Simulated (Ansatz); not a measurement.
Single-point calculation of AuCl2 (charge −1)

- system: AuCl2, charge −1
- method: RKS PBE-QIDH (frozen core)/def2-TZVPD (Ansatz 0.2.0)

The geometry comes from this level: B3LYP-D4/def2-TZVPD.

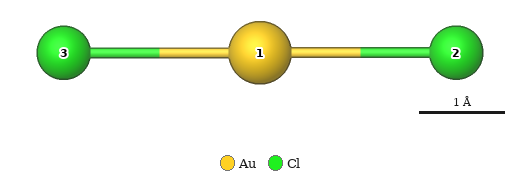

The structure as given in the input (ball-and-stick view, seen on its broad side; atoms are numbered from 1 in the order of the input). Sticks mark near contacts. Bond lengths as drawn: Au–Cl 2.32 Å.

## The input
```yaml
crystal:
  periodic: [false, false, false]
  atoms:
    - {symbol: Au, position_ang: [0.000028, 0.000013, 0.000006]}
    - {symbol: Cl, position_ang: [-0.017331, -0.021733, 2.320029]}
    - {symbol: Cl, position_ang: [0.017303, 0.021711, -2.320035]}
basis:
  gaussian: {orbitals: def2-TZVPD, initial_orbitals: start.molden}
total_charge: -1
hamiltonian: {xc: {name: PBE-QIDH}}
scf: {omitted_lower_state_checks: [starts]}
```

Launch command:
```bash
ansatz run in.yaml --threads 4 --pin off --events-out ev --progress --plain --max-ram 3916MiB
```

## What the program printed
```
Functional definition: PBE-QIDH
  name "PBE-QIDH"
  cite "Brémond, Sancho-García, Pérez-Jiménez & Adamo, J. Chem. Phys. 141, 031101 (2014) doi:10.1063/1.4890314"
  cite "Perdew, Burke & Ernzerhof, Phys. Rev. Lett. 77, 3865 (1996) doi:10.1103/PhysRevLett.77.3865"
  parameter a = 3^(-1/3)
  parameter c = 1/3
  exchange = (1 - a)*pbe_x + a*exact_x
  correlation = (1 - c)*pbe_c + c*(mp2_os + mp2_ss)
these checks for a lower state are left out or cut short: starts
909 factors; integrals over basis functions are off by at most 1.0e-3 eV
mean field evaluation 1: about -28717.9389 eV, gradient 2.1e1 eV
mean field evaluation 2: about -28718.2428 eV, gradient 4.7e-1 eV
mean field evaluation 4: about -28718.6555 eV, gradient 8.8e-3 eV
mean field evaluation 8: about -28718.6555 eV, gradient 2.5e-6 eV
mean field -28718.65554264 eV, -1055.3911249881 hartree, gradient 9.1e-7 eV, S^2 0.000000; 0 other end points of the search recorded, 0 dependent functions left out
10 core orbitals not correlated: weight in the atoms' cores, before any rotation towards them, 1.000 or more for the frozen orbitals, at most 0.000 for the correlated occupied ones
reference -28718.65555884 eV, -1055.3911255833 hartree; 17, 17 occupied and 108, 108 virtual orbitals, 909 factors
second order -25.32745031 eV of doubles, -0.00000000 eV of singles
Total energy: -28727.09804227 eV, -1055.7013811271 hartree
Checks for a lower state left out: starts
```

## Key numbers

- outcome: converged
- total energy: −28727.0980 eV
- mean-field energy: −28718.6556 eV
- SCF solution under orbital rotations: stable
- hardware: 4 threads of Arm Neoverse V2, 23 GiB of memory available, shared host
- wall time: 2.4 s (CPU time 8.9 s)
- peak memory: 0.23 GiB
